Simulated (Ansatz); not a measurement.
# GaPN (doublet): the correlation ladder, cc-pVTZ

Aim: climb from Hartree-Fock through coupled cluster for GaPN (doublet) at one geometry and basis, and see what each rung misses.

Computed with Ansatz 0.2.0, Gaussian basis. Level: cc-pVTZ, core rule «outside noble gas», up to 20 orbitals frozen.

To be run: UHF; CCSD(T) on ROHF; CCSD(T) on UHF; BCCD(T) on ROHF; CCSDT(Q) on ROHF; CCSDT(Q) on UHF.

7 further runs of the same task are left out: 4 for a known fault of the program, 3 set aside as unsound or not needed. Runs told in other sessions of the task aren't counted.

### Step 1. The system

The geometry is a PBE0/def2-TZVP stationary point (not a proven minimum) of the parent state, kept for this charge and spin. No spin-orbit coupling is included. The filled d shell of Ga may be among the frozen orbitals whatever the setting's name suggests.

3 atoms, charge 0, spin multiplicity 2.

Atoms are counted from 1 here; the program's logs count them from 0.

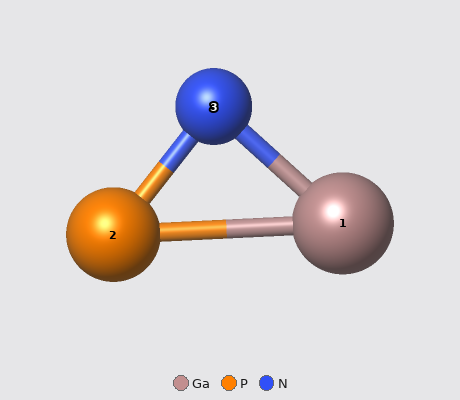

The structure; gallium pink, phosphorus orange, nitrogen blue; atoms are numbered from 1 in the order of the file.

Geometry (Å):

```xyz
3
charge 0, multiplicity 2
Ga    0.0000    0.0938    0.8216
P     0.0000    0.2844   -1.5892
N     0.0000   -1.0957   -0.5756
```

In the tables R marks a restricted open-shell determinant and U an unrestricted one; energies count from the table's Hartree-Fock row.

### Step 2. UHF

Input file in.yaml:

```yaml
crystal:
  periodic: [false, false, false]
  atoms:
    - {symbol: Ga, position_ang: [0.000000, 0.093764, 0.821607]}
    - {symbol: P, position_ang: [0.000000, 0.284432, -1.589191]}
    - {symbol: N, position_ang: [0.000000, -1.095724, -0.575558]}
basis:
  gaussian: {orbitals: cc-pVTZ}
magnetization: {spin_polarized: true, initial_magnetization: 1}
hamiltonian: {xc: hf}
output: {orbitals: {seedname: orbitals}}
```

The run is started by

```sh
> ansatz run in.yaml --threads 1 --pin off --events-out ev --progress --plain --max-ram 4096MiB --backend cpu
```

Standard output:

```text
Functional definition: HF
  name "HF"
  cite "Fock, Z. Phys. 61, 126 (1930) doi:10.1007/BF01340294"
  parent pbe
  exchange = exact_x
  correlation = 0
669 factors; integrals over basis functions are off by at most 9.9e-4 eV
mean field evaluation 1: about -63083.7233 eV, gradient 2.9e1 eV
mean field evaluation 2: about -63083.7320 eV, gradient 2.9e1 eV
mean field evaluation 4: about -63087.8532 eV, gradient 2.7e0 eV
mean field evaluation 8: about -63087.9776 eV, gradient 2.6e-1 eV
mean field evaluation 16: about -63088.2430 eV, gradient 1.8e0 eV
mean field evaluation 32: about -63088.3157 eV, gradient 3.6e-3 eV
mean field evaluation 64: about -63086.3179 eV, gradient 6.3e0 eV
mean field evaluation 96: about -63087.7314 eV, gradient 5.3e0 eV
mean field evaluation 128: about -63085.4738 eV, gradient 9.5e0 eV
mean field evaluation 160: about -63087.1409 eV, gradient 1.3e0 eV
mean field evaluation 192: about -63087.1227 eV, gradient 6.6e-1 eV
mean field evaluation 224: about -63087.9826 eV, gradient 6.4e-2 eV
mean field -63088.31570643 eV, -2318.4528394148 hartree, gradient 1.8e-5 eV, S^2 1.312774; 7 other end points of the search recorded, 0 dependent functions left out
reference -63088.31570643 eV, -2318.4528394148 hartree; 27, 26 occupied and 80, 81 virtual orbitals, 669 factors
Total energy: -63088.31570643 eV, -2318.4528394148 hartree
```

It took 20 s on 1 thread of AMD EPYC 7R13, shared host; peak memory 0.25 GiB.

From the report: ⟨S²⟩ of the determinant 1.313 (pure doublet: 0.75). The determinant of HF (⟨S²⟩ 1.31) is far from a pure spin state, so its energy mixes those of several spin states; that is harmless only where they are near-degenerate.

### Step 3. CCSD(T) on ROHF

in.yaml, as its differences from that of step 2:

```diff
@@ -8,4 +8,3 @@
   gaussian: {orbitals: cc-pVTZ}
-magnetization: {spin_polarized: true, initial_magnetization: 1}
-hamiltonian: {xc: hf}
-output: {orbitals: {seedname: orbitals}}
+magnetization: {spin_polarized: false, initial_magnetization: 1}
+correlation: {method: ccsd_t, electrons: outside_noble_gas}
```

The run is started by

```sh
> ansatz run in.yaml --threads 2 --pin off --events-out ev --progress --plain --max-ram 24576MiB --backend cuda --devices 0, --max-vram 18GiB
```

Standard output, shortened:

```text
Functional definition: HF
  name "HF"
  cite "Fock, Z. Phys. 61, 126 (1930) doi:10.1007/BF01340294"
  parent pbe
[...]
669 factors; integrals over basis functions are off by at most 9.9e-4 eV
[...]
mean field -63087.80678397 eV, -2318.4341368597 hartree, gradient 4.1e-6 eV, S^2 0.750000; 14 other end points of the search recorded, 0 dependent functions left out
[...]
determinant -63087.80678397 eV, -2318.4341368597 hartree, with singles and doubles -63099.13878675 eV, -2318.8505802806 hartree
determinant -63086.88470158 eV, -2318.4002509568 hartree, with singles and doubles -63098.30033130 eV, -2318.8197676111 hartree
determinant -63086.59971764 eV, -2318.3897779901 hartree, with singles and doubles -63097.91168842 eV, -2318.8054852487 hartree
determinant -63085.24478450 eV, -2318.3399851155 hartree, with singles and doubles -63095.67095810 eV, -2318.7231399284 hartree
determinant -63084.31787417 eV, -2318.3059217893 hartree, with singles and doubles -63095.41705669 eV, -2318.7138092235 hartree
unrestricted determinant -63088.31570642 eV, -2318.4528394148 hartree, S^2 1.3128
20 core orbitals not correlated: weight in the atoms' cores, before any rotation towards them, 0.785 or more for the frozen orbitals, at most 0.212 for the correlated occupied ones
reference -63087.80678397 eV, -2318.4341368597 hartree; 7, 6 occupied and 80, 81 virtual orbitals, 669 factors
second order -10.89093989 eV of doubles, -0.08951770 eV of singles
cycle   1  -11.18965748 eV  change   -6.2e-1 eV  update   2.5e-2
[...]
cycle  13  -11.23253630 eV  change   -1.5e-5 eV  update   8.3e-6
perturbative correction -0.76498717 eV, -0.0281127599 hartree
Total energy: -63099.80430744 eV, -2318.8750377148 hartree
```

It took 13 s on 1 × H100 (card shared with other runs) with 2 threads of AMD EPYC 7R13, shared host; peak host memory 0.81 GiB.

From the report: correlation -11.9975 eV; T1 0.043; largest double amplitude 0.12.

### Step 4. CCSD(T) on UHF

in.yaml, as its differences from that of step 3:

```diff
@@ -8,3 +8,3 @@
   gaussian: {orbitals: cc-pVTZ}
-magnetization: {spin_polarized: false, initial_magnetization: 1}
+magnetization: {spin_polarized: true, initial_magnetization: 1}
 correlation: {method: ccsd_t, electrons: outside_noble_gas}
```

Launched as before.

Standard output, shortened:

```text
Functional definition: HF
  name "HF"
  cite "Fock, Z. Phys. 61, 126 (1930) doi:10.1007/BF01340294"
  parent pbe
[...]
669 factors; integrals over basis functions are off by at most 9.9e-4 eV
[...]
mean field -63088.31570643 eV, -2318.4528394148 hartree, gradient 7.9e-6 eV, S^2 1.312774; 29 other end points of the search recorded, 0 dependent functions left out
determinant -63088.31570643 eV, -2318.4528394148 hartree, with singles and doubles -63099.03615928 eV, -2318.8468087907 hartree
determinant -63088.21401836 eV, -2318.4491024473 hartree, with singles and doubles -63099.05544306 eV, -2318.8475174564 hartree
determinant -63087.73629196 eV, -2318.4315463260 hartree, with singles and doubles -63098.15162016 eV, -2318.8143025774 hartree
determinant -63087.65302007 eV, -2318.4284861403 hartree, with singles and doubles -63098.13938095 eV, -2318.8138527951 hartree
[...]
determinant -63085.32656674 eV, -2318.3429905574 hartree, with singles and doubles -63095.67224191 eV, -2318.7231871075 hartree
determinant -63085.00141336 eV, -2318.3310413912 hartree, with singles and doubles -63094.64472169 eV, -2318.6854264359 hartree
determinant -63088.31570643 eV, -2318.4528394148 hartree, with singles and doubles -63099.02386246 eV, -2318.8463568907 hartree
determinant -63088.21401836 eV, -2318.4491024473 hartree, with singles and doubles -63099.01940108 eV, -2318.8461929383 hartree
20 core orbitals not correlated: weight in the atoms' cores, before any rotation towards them, 0.602 or more for the frozen orbitals, at most 0.395 for the correlated occupied ones
reference -63088.21401836 eV, -2318.4491024473 hartree; 7, 6 occupied and 80, 81 virtual orbitals, 669 factors
second order -9.55852411 eV of doubles, -0.00000000 eV of singles
cycle   1  -10.80538355 eV  change   -8.3e-7 eV  update   2.5e-6
perturbative correction -0.72670896 eV, -0.0267060618 hartree
Total energy: -63099.74611088 eV, -2318.8728990306 hartree
```

Run time: 25 s. Hardware: 1 × H100 (card shared with other runs) with 2 threads of AMD EPYC 7R13, shared host; peak host memory 0.83 GiB.

From the report: ⟨S²⟩ of the determinant 1.299 (pure doublet: 0.75); correlation -11.5321 eV; T1 0.086; largest double amplitude 0.11. The determinant of CCSD(T) (⟨S²⟩ 1.30) is far from a pure spin state, so its energy mixes those of several spin states; high orders of coupled cluster remove much of that, low ones don't.

### Step 5. BCCD(T) on ROHF

in.yaml, as its differences from that of step 4:

```diff
@@ -8,3 +8,3 @@
   gaussian: {orbitals: cc-pVTZ}
-magnetization: {spin_polarized: true, initial_magnetization: 1}
-correlation: {method: ccsd_t, electrons: outside_noble_gas}
+magnetization: {spin_polarized: false, initial_magnetization: 1}
+correlation: {method: bccd_t, electrons: outside_noble_gas}
```

Launched as before.

Standard output, shortened:

```text
Functional definition: HF
  name "HF"
  cite "Fock, Z. Phys. 61, 126 (1930) doi:10.1007/BF01340294"
  parent pbe
[...]
669 factors; integrals over basis functions are off by at most 9.9e-4 eV
[...]
mean field -63087.80678397 eV, -2318.4341368597 hartree, gradient 4.1e-6 eV, S^2 0.750000; 14 other end points of the search recorded, 0 dependent functions left out
[...]
determinant -63087.80678397 eV, -2318.4341368597 hartree, with singles and doubles -63099.13878675 eV, -2318.8505802806 hartree
determinant -63086.88470158 eV, -2318.4002509568 hartree, with singles and doubles -63098.30033130 eV, -2318.8197676111 hartree
determinant -63086.59971764 eV, -2318.3897779901 hartree, with singles and doubles -63097.91168842 eV, -2318.8054852487 hartree
determinant -63085.24478450 eV, -2318.3399851155 hartree, with singles and doubles -63095.67095810 eV, -2318.7231399284 hartree
determinant -63084.31787417 eV, -2318.3059217893 hartree, with singles and doubles -63095.41705669 eV, -2318.7138092235 hartree
unrestricted determinant -63088.31570642 eV, -2318.4528394148 hartree, S^2 1.3128
20 core orbitals not correlated: weight in the atoms' cores, before any rotation towards them, 0.785 or more for the frozen orbitals, at most 0.212 for the correlated occupied ones
reference -63087.80678397 eV, -2318.4341368597 hartree; 7, 6 occupied and 80, 81 virtual orbitals, 669 factors
second order -10.89093989 eV of doubles, -0.08951770 eV of singles
cycle   1  -11.11385302 eV  change   -5.5e-1 eV  update   3.5e-2
[...]
cycle  17  -11.18507631 eV  change   -1.2e-5 eV  update   6.0e-6
perturbative correction -0.81696979 eV, -0.0300230859 hartree
Total energy: -63099.80883007 eV, -2318.8752039184 hartree
```

It took 16 s on 1 × H100 (card shared with other runs) with 2 threads of AMD EPYC 7R13, shared host; peak host memory 0.82 GiB.

From the report: correlation -12.0020 eV; largest double amplitude 0.12.

### Step 6. CCSDT(Q) on ROHF

in.yaml, as its differences from that of step 5:

```diff
@@ -9,2 +9,2 @@
 magnetization: {spin_polarized: false, initial_magnetization: 1}
-correlation: {method: bccd_t, electrons: outside_noble_gas}
+correlation: {method: ccsdt_q, electrons: outside_noble_gas}
```

Same command.

Standard output, shortened:

```text
Functional definition: HF
  name "HF"
  cite "Fock, Z. Phys. 61, 126 (1930) doi:10.1007/BF01340294"
  parent pbe
[...]
1333 factors; integrals over basis functions are off by at most 1.7e-7 eV
[...]
mean field -63087.80690725 eV, -2318.4341413901 hartree, gradient 2.6e-6 eV, S^2 0.750000; 14 other end points of the search recorded, 0 dependent functions left out
[...]
determinant -63087.80690725 eV, -2318.4341413901 hartree, with singles and doubles -63099.13893478 eV, -2318.8505857208 hartree
determinant -63086.88482464 eV, -2318.4002554790 hartree, with singles and doubles -63098.30047870 eV, -2318.8197730282 hartree
determinant -63086.59983449 eV, -2318.3897822841 hartree, with singles and doubles -63097.91183936 eV, -2318.8054907957 hartree
determinant -63085.24491458 eV, -2318.3399898961 hartree, with singles and doubles -63095.67111342 eV, -2318.7231456362 hartree
determinant -63084.31798612 eV, -2318.3059259035 hartree, with singles and doubles -63095.41720646 eV, -2318.7138147276 hartree
unrestricted determinant -63088.31583249 eV, -2318.4528440477 hartree, S^2 1.3128
20 core orbitals not correlated: weight in the atoms' cores, before any rotation towards them, 0.785 or more for the frozen orbitals, at most 0.212 for the correlated occupied ones
reference -63087.80690725 eV, -2318.4341413901 hartree; 7, 6 occupied and 80, 81 virtual orbitals, 1333 factors
second order -10.89097366 eV of doubles, -0.08951783 eV of singles
cycle   1  -10.50433315 eV  change    4.8e-1 eV  update   1.7e-1
[...]
cycle  25  -11.99539080 eV  change   -8.0e-7 eV  update   6.4e-7
perturbative correction -0.08996655 eV, -0.0033062096 hartree
Total energy: -63099.89226460 eV, -2318.8782700809 hartree
```

Wall time 82 s (1 × H100 (card shared with other runs) with 2 threads of AMD EPYC 7R13, shared host); peak host memory 1.4 GiB.

From the report: correlation -12.0854 eV; T1 0.047; largest double amplitude 0.14.

### Step 7. CCSDT(Q) on UHF

in.yaml, as its differences from that of step 6:

```diff
@@ -8,3 +8,3 @@
   gaussian: {orbitals: cc-pVTZ}
-magnetization: {spin_polarized: false, initial_magnetization: 1}
+magnetization: {spin_polarized: true, initial_magnetization: 1}
 correlation: {method: ccsdt_q, electrons: outside_noble_gas}
```

Same command.

Standard output, shortened:

```text
Functional definition: HF
  name "HF"
  cite "Fock, Z. Phys. 61, 126 (1930) doi:10.1007/BF01340294"
  parent pbe
[...]
1333 factors; integrals over basis functions are off by at most 1.7e-7 eV
[...]
mean field -63088.31583249 eV, -2318.4528440477 hartree, gradient 2.5e-6 eV, S^2 1.312775; 29 other end points of the search recorded, 0 dependent functions left out
determinant -63088.31583249 eV, -2318.4528440477 hartree, with singles and doubles -63099.03630310 eV, -2318.8468140759 hartree
determinant -63088.21414448 eV, -2318.4491070822 hartree, with singles and doubles -63099.05558659 eV, -2318.8475227312 hartree
determinant -63087.73642123 eV, -2318.4315510768 hartree, with singles and doubles -63098.15176114 eV, -2318.8143077586 hartree
determinant -63087.65314792 eV, -2318.4284908390 hartree, with singles and doubles -63098.13952587 eV, -2318.8138581206 hartree
[...]
determinant -63085.00154532 eV, -2318.3310462408 hartree, with singles and doubles -63094.64493389 eV, -2318.6854342340 hartree
determinant -63088.31583249 eV, -2318.4528440477 hartree, with singles and doubles -63099.02398191 eV, -2318.8463612805 hartree
determinant -63088.21414448 eV, -2318.4491070822 hartree, with singles and doubles -63099.01952076 eV, -2318.8461973362 hartree
20 core orbitals not correlated: weight in the atoms' cores, before any rotation towards them, 0.602 or more for the frozen orbitals, at most 0.395 for the correlated occupied ones
reference -63088.21414448 eV, -2318.4491070822 hartree; 7, 6 occupied and 80, 81 virtual orbitals, 1333 factors
second order -9.55854512 eV of doubles, -0.00000000 eV of singles
cycle   1  -9.74617708 eV  change   -1.9e-1 eV  update   1.6e-1
[...]
cycle  27  -11.58665412 eV  change    1.4e-6 eV  update   8.0e-7
perturbative correction -0.10940143 eV, -0.0040204282 hartree
Total energy: -63099.91020002 eV, -2318.8789291956 hartree
```

Run time: 72 s. Hardware: 1 × H100 (card shared with other runs) with 2 threads of AMD EPYC 7R13, shared host; peak host memory 1.2 GiB.

From the report: ⟨S²⟩ of the determinant 1.299 (pure doublet: 0.75); correlation -11.6961 eV; T1 0.096; largest double amplitude 0.14. The determinant of CCSDT(Q) (⟨S²⟩ 1.30) is far from a pure spin state, so its energy mixes those of several spin states; high orders of coupled cluster remove much of that, low ones don't.

### Step 8. Misses and costs

No level here is safe as a reference; RCCSDT(Q) serves as a yardstick only. Rows without a time are mean-field rows or come out of runs for another level: lower rungs of the coupled-cluster runs, or the Hartree-Fock search.

Differences are taken before rounding.

```
   method  energy from the lowest ROHF (meV)  from RCCSDT(Q) (meV)  time
      ROHF                               0.0              +12085.5      
     RMP2                          -10980.5               +1105.0      
     UMP2                           -9965.8               +2119.7      
    RCCSD                          -11232.5                +852.9      
    UCCSD                          -11212.6                +872.9      
 RCCSD(T)                          -11997.5                 +88.0  13 s
 UCCSD(T)                          -11939.3                +146.2  25 s
  BCCD(T)                          -12002.0                 +83.4  16 s
   RCCSDT                          -11995.5                 +90.0      
   UCCSDT                          -11994.0                 +91.5      
RCCSDT(Q)                          -12085.5                     0  82 s
UCCSDT(Q)                          -12103.4                 -17.9  72 s
```

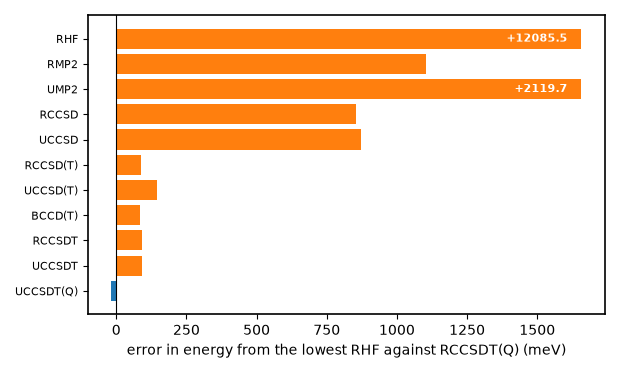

How far each level lands from RCCSDT(Q). Bars with a number in them are cut short.

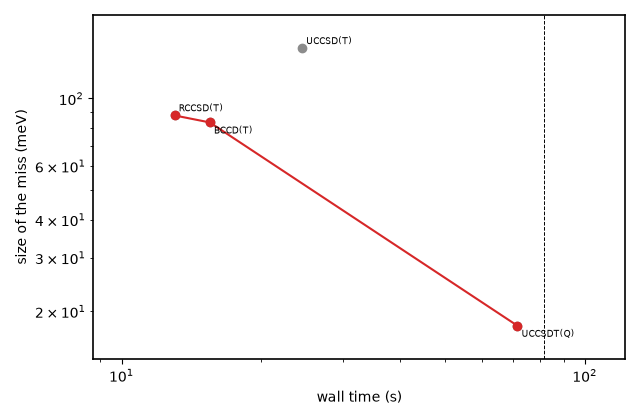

Miss against cost. Red marks the levels that no quicker level drawn beats (of those quicker than the yardstick), and the dashed line is the time of RCCSDT(Q). Times are from a shared host.

Left out of the table: UHF (another determinant or state than the rows shown).

### Step 9. Outcome

| quantity | value |
| --- | --- |
| RCCSDT(Q) from the ROHF energy | -12.0855 eV |
| RMP2 from RCCSDT(Q) | +1105.0 meV |
| UMP2 from RCCSDT(Q) | +2119.7 meV |
| RCCSD from RCCSDT(Q) | +852.9 meV |
| RCCSD(T) from RCCSDT(Q) | +88.0 meV |
| UCCSD(T) from RCCSDT(Q) | +146.2 meV |
| UCCSDT(Q) from RCCSDT(Q) | -17.9 meV |
| T1 diagnostic | 0.043 |

In words: RCCSD(T) misses by +88.0 meV, 0.7 % of the correlation energy. CCSD(T) misses by +88.0 meV on the restricted determinant and by +146.2 meV on the unrestricted one; the two need not hold the same state or core. Coupled cluster took another determinant than the lowest Hartree-Fock one. Warnings: spin contamination; coupled cluster took another determinant than the lowest.
